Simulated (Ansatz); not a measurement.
# CH4AlBr···H2: what the fields show

```
atom    x (Å)    y (Å)    z (Å)
  Al  -0.0413   0.7390  -0.2504
   H   0.2412  -0.4098   1.7286
   C   1.6774   0.1011  -0.9011
   H   1.7571  -0.9979  -0.8482
   H   1.8047   0.3821  -1.9617
   H   2.5227   0.5412  -0.3481
   H  -1.4148  -0.0299  -0.4123
  Br  -0.1778   2.8871   0.5104
   H   0.2335   0.3181   1.9718
```

All numbers below come from RKS PBE0-D4/def2-SVP in Ansatz 0.2.0.

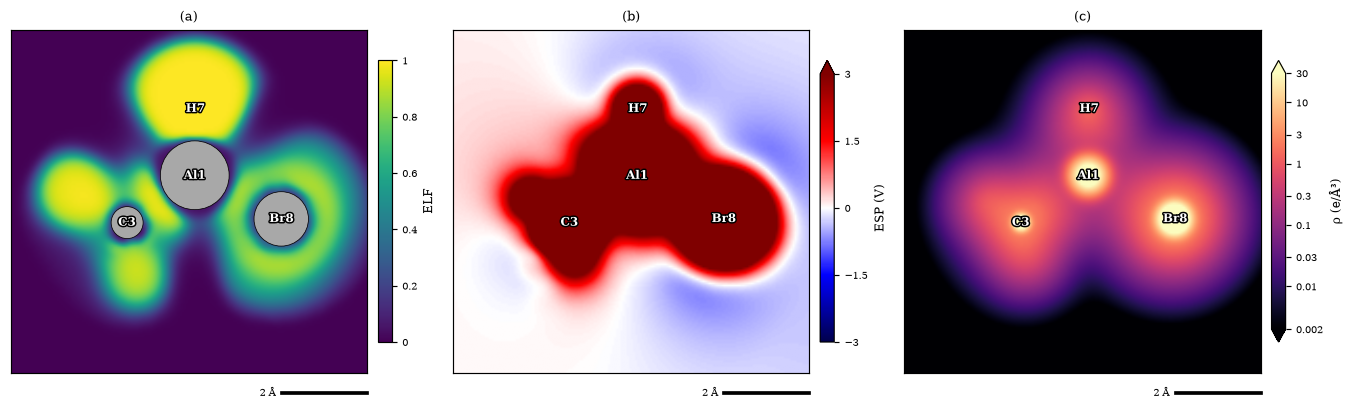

Figure 1. (a) ELF; (b) electrostatic potential; (c) electron density on the plane of atoms C3, Al1 and Br8. Grey discs cover the atomic cores in the ELF map.

**Read the bonding off the picture.**

The section cuts through Al, C, H and Br sites. C–Al (1.95 Å): the density is about 0.74 e/Å³ at the midpoint; the ELF peaks at about 0.95 between the atoms, as expected for a shared but strongly polarised pair. Al–Br (2.28 Å): ρ is about 0.62 e/Å³ halfway; the ELF peaks at about 0.85 in the valence shell of Br, 1.1 Å from its nucleus, and is about 0.85 at the midpoint. Al–H (1.58 Å): ρ at the midpoint is about 0.55 e/Å³; the ELF climbs to about 1 towards the hydrogen. The ELF also peaks beside Br8, away from the bonds: lone-pair regions. Outside the dense part of the complex the potential is most negative (−0.8 V) near Br8.

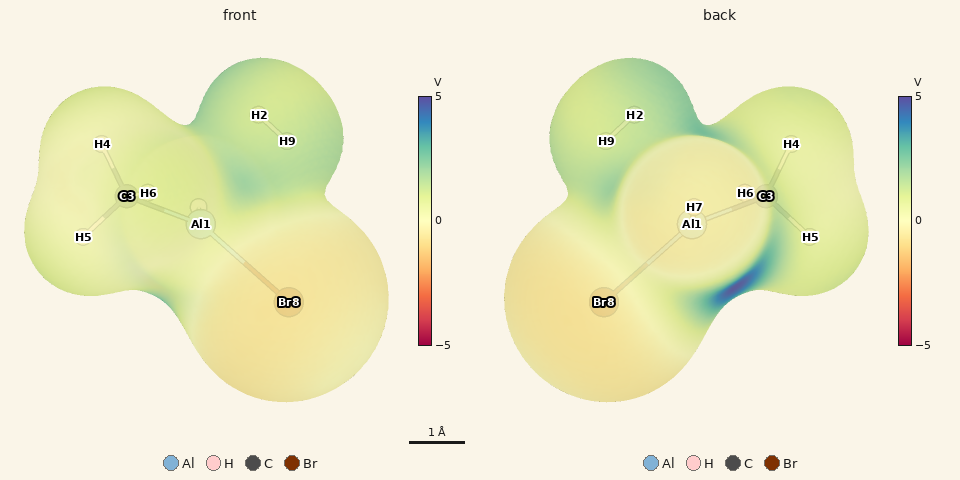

Figure 2. The molecular electrostatic potential painted on the density surface at 0.004 e/bohr³, seen from the front and from behind; red is negative and blue positive.

**Which sites attract a positive test charge, and which a negative one?**

A positive charge is drawn to the negative regions and a negative charge to the positive ones. The most negative region (about −0.7 V) lies over Br8, the most positive (about +4.4 V) over Al1.

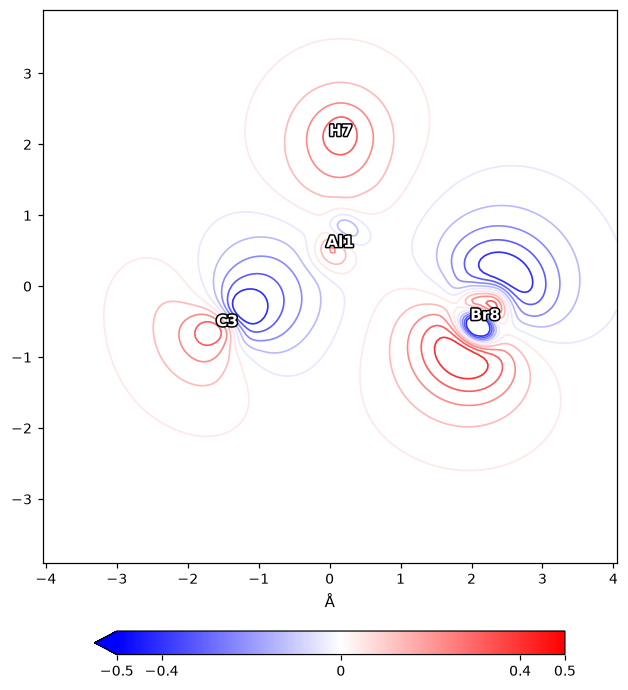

Figure 3. The HOMO on the plane of atoms C3, Al1 and Br8 (values in Å⁻³ᐟ²; the overall sign is arbitrary).

**What is the character of this orbital?**

By Hirshfeld shares it lies mainly on Br8 (about 55 %), C3 (about 15 %), Al1 (about 10 %) and H7 (about 10 %). Its energy is −7.80 eV.
